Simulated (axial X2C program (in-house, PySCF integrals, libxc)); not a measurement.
TlN: relativistic diatomic calculation

- system: TlN. The reference is closed-shell TlN; the roots are vertical excitation energies. The distance is the PBE0 minimum at charge 0.
- method: EOM-EE-CCSD, two-component X2C with atomic mean-field Coulomb and Gaunt terms, Tl dyall-acv3z, N dyall-av3z (cores contracted) (axial X2C program (in-house, PySCF integrals, libxc))

### Key numbers

- outcome: converged
- HF energy of the reference TlN: −20302.78645 hartree
- MP2 energy of the reference TlN: −20303.41287 hartree
- CCSD energy of the reference TlN (with the MP2 share of the virtual spinors left out of the coupled-cluster step): −20303.42450 hartree
- CCSD(T) energy of the reference TlN: −20303.44153 hartree
- T1 diagnostic (spinor form; for a closed shell √2 times the usual value): 0.027
- hardware: 1 thread of AMD EPYC (Zen 3), 192 GiB of memory available, shared host
- wall time: 2.1 min
- peak memory: 1.1 GiB

### The input
```
{"zs": [81, 7], "q": 0, "bas": ["dyall-acv3z", "dyall-av3z"], "r0": 2.02, "eom": "ee", "thr": -2.0, "nmax": 88}
```

The line is the task of a batch: nuclear charges, charge, bases, a first guess of the distance and further settings. This report covers the levels named above. The log is that of the reference distance 2.294 Å.

Launched within a batch (the task file carries these settings):
```bash
python <driver script> task.json out
```

### Output
```
two-component X2C + atomic mean field  HF
basis functions 235  fitting functions 1234  grid points 5080
iter        total energy     max residual
   1     -20302.741644957     8.24e-01
   2     -20302.783074690     1.02e-02
   3     -20302.785043766     8.27e-03
   4     -20302.785557761     2.13e-03
   5     -20302.785793094     1.66e-03
   6     -20302.785939924     1.28e-03
   7     -20302.786041318     1.06e-03
   8     -20302.786195181     9.09e-04
   9     -20302.786385831     5.40e-04
  10     -20302.786437471     1.96e-04
  11     -20302.786444025     1.12e-04
  12     -20302.786445567     6.19e-05
  13     -20302.786445653     6.27e-06
  14     -20302.786445657     1.22e-06
  15     -20302.786445657     3.63e-07
converged
one-electron -28042.19080422  Coulomb 8015.22035462  exact exchange -387.28186032  xc functional 0.00000000  nuclear repulsion 130.79489041  atomic mean-field constant -19.32902615
correlated 18  virtual 306  natural virtual 84  E(MP2) -0.626419405  MP2 remainder -0.141666322
iter   CCSD correlation   residual
   1     -0.463068810   1.79e-01
   2     -0.478859921   1.04e-01
   3     -0.487663693   7.50e-02
   4     -0.490216010   5.33e-02
   5     -0.493726676   3.79e-02
   6     -0.495081628   1.99e-02
   7     -0.495693791   1.30e-02
   8     -0.496074472   8.56e-03
   9     -0.496176644   5.71e-03
  10     -0.496280073   3.77e-03
  11     -0.496297643   2.73e-03
  12     -0.496338765   2.23e-03
  13     -0.496366732   1.86e-03
  14     -0.496412673   1.53e-03
  15     -0.496442621   1.20e-03
  16     -0.496455113   9.22e-04
  17     -0.496449286   6.69e-04
  18     -0.496434698   4.82e-04
  19     -0.496416096   3.52e-04
  20     -0.496406518   2.39e-04
  21     -0.496399797   1.64e-04
  22     -0.496397467   1.08e-04
  23     -0.496396056   7.76e-05
  24     -0.496394653   6.41e-05
  25     -0.496393019   5.48e-05
  26     -0.496391406   4.87e-05
  27     -0.496389726   4.44e-05
  28     -0.496388256   3.90e-05
  29     -0.496387426   3.20e-05
  30     -0.496387373   2.44e-05
  31     -0.496387491   1.81e-05
  32     -0.496387751   1.36e-05
  33     -0.496387870   9.26e-06
  34     -0.496387928   6.22e-06
  35     -0.496388015   4.28e-06
  36     -0.496388119   3.03e-06
  37     -0.496388215   2.36e-06
  38     -0.496388300   1.93e-06
  39     -0.496388355   1.64e-06
  40     -0.496388410   1.45e-06
  41     -0.496388456   1.26e-06
  42     -0.496388490   1.04e-06
  43     -0.496388513   8.29e-07
  44     -0.496388530   6.61e-07
(T) -0.01702937386899602  T1 0.0270  D1 0.0608  max T2 0.156
EOM-EE-CCSD roots
2*Omega      energy/Eh   energy/eV  one-particle weight
    0       0.01775708      0.4832      0.942
    0       0.02925713      0.7961      0.882
    0       0.10618267      2.8894      0.852
    0       0.10879272      2.9604      0.613
    0       0.13002091      3.5380      0.286
    2      -0.00718006     -0.1954      0.966
    2       0.03448796      0.9385      0.880
    2       0.11068326      3.0118      0.809
    2       0.12304429      3.3482      0.420
    4       0.03682150      1.0020      0.914
    4       0.10799601      2.9387      0.241
    4       0.12978733      3.5317      0.691
    6       0.16231821      4.4169      0.641
```

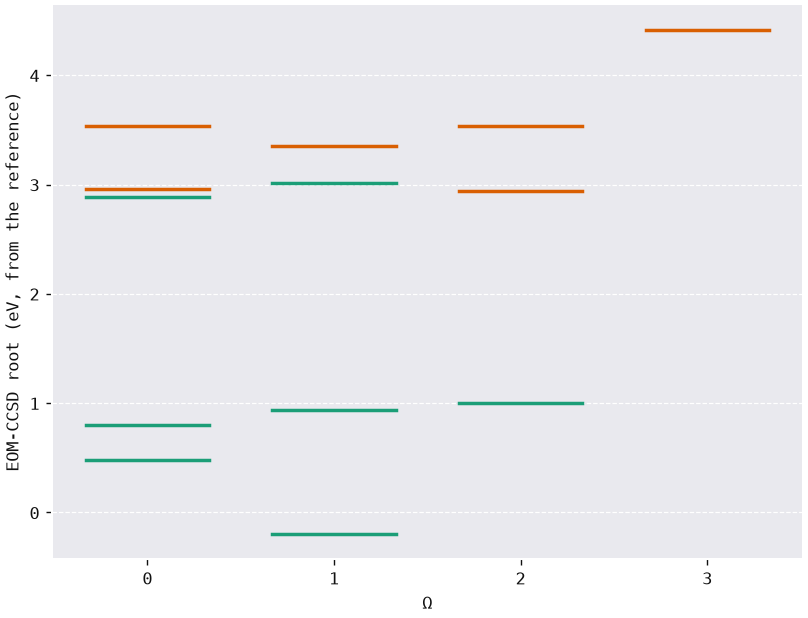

*EOM-CCSD roots by Ω at 2.29 Å; roots whose one-particle weight is under 0.8 have the second colour.*

The lowest has Ω = 1 and lies at −0.195 eV, with one-particle weight 0.97. 6 of the 13 roots are less well described at this level.
